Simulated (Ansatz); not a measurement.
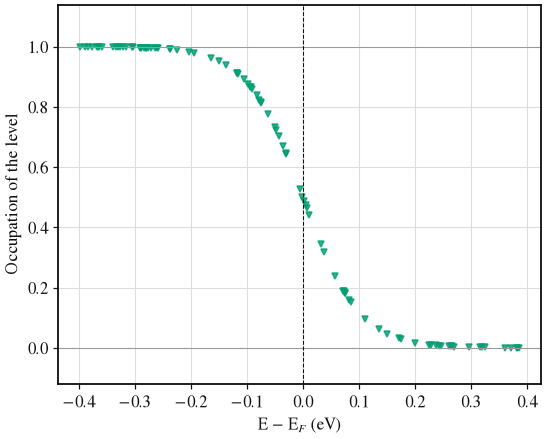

Occupations of the one-electron levels of the k mesh against their energy, from a run on Rb₂PtS₃, space group P1, 12 atoms in the cell, K2NaCl3-164 type type, with Ansatz.

> Name the smearing function and its width.

Fermi-Dirac smearing with a width of 0.05 eV. The occupations stay between 0 and 1 and have long exponential tails; the slope at the Fermi level is 1/(4 × width).
